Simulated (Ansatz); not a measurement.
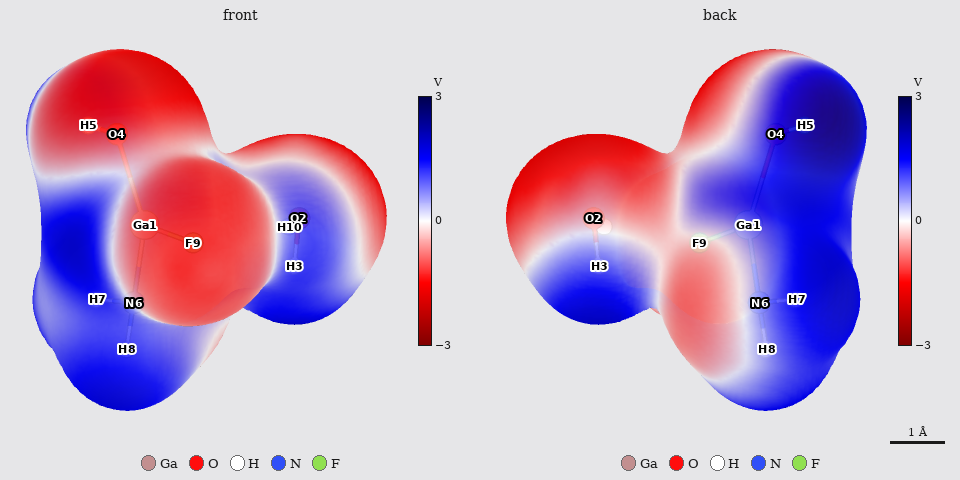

Figure. FGaH3NO···H2O. The electrostatic potential painted on the density surface at 0.002 e/bohr³, seen from the front and from behind; red is negative and blue positive.

Not at a stationary point (largest force 1.2 eV/Å).

Theory: Ansatz 0.2.0, RKS PBE/def2-SVP.

```xyz
10

Ga    0.0998    0.4652   -0.4706
O    -0.1503    0.0793    2.4682
H    -1.1161    0.0197    2.3212
O     1.7012   -0.2501   -0.8455
H     1.6247   -1.0913   -1.3319
N    -1.6280   -0.1012   -0.7410
H    -1.7790   -0.8834   -1.3914
H    -2.2813    0.6592   -0.9695
F     0.2063    2.0013    0.3393
H     0.0302    1.0224    2.2115
```

> Which sites attract a positive test charge, and which a negative one?

A positive charge is drawn to the negative regions and a negative charge to the positive ones. The most negative region (about −1.7 V) lies over O2 and O4, the most positive (about +2.3 V) over H5.
